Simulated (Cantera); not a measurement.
A closed system holds: 1 mol SiH4, 19 mol CO2, 58 mol H2, held at 94.0 mbar.

These are equilibrium values from Cantera (NASA tables, ideal gas, pure condensed phases), not measurements of a reactor. Candidate condensed phases: C, C6H6, C7H8, C8H18, H2O, Si, SiC, SiO2; 123 gas species. The tables hold silica as quartz up to 1696 K and as liquid above; real silica turns to tridymite and cristobalite and melts near 1996 K. Gases not in the tables: Si(OH)4. Kinetics and transport are ignored.

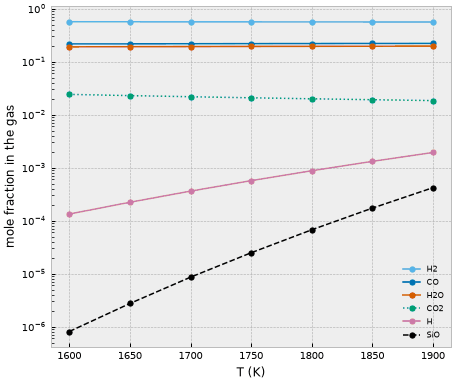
Figure. Equilibrium gas composition (values under 1e-9 drawn at 1e-9)

Question: Read off the mole fractions at 1800 K.

Answer: H2 about 0.56, CO about 0.22, H2O about 0.20, CO2 about 0.020, H about 0.00088, SiO about 6.7e-5.
